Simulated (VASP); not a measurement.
Band structure of GaHgO$_{2}$ (space group R-3m). These are PBEsol GGA, VASP's PBE PAW potentials (set 64) (plane waves; VASP 6.6.1) values and carry that method's errors.

Unless said otherwise, spin-orbit coupling is left out, though it shifts the bands of the heavy elements here.

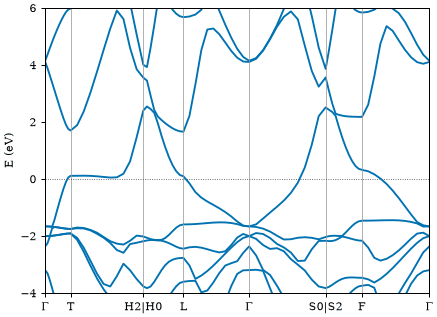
Fig. 1. Bands along high-symmetry lines, zero at the valence-band maximum or, without a gap, the Fermi level

Question: Read the plot: is there a gap, and where are the band edges?

Answer: It has no gap at this level: it comes out as a metal or semimetal. (Edges off the drawn lines would not show.)

The structure comes from a computed database's GaHgO2 entry (R-3m); how it stands against other phases isn't given here. It was relaxed first. The electron count is odd and the run is not spin-polarised, which forces a metal.
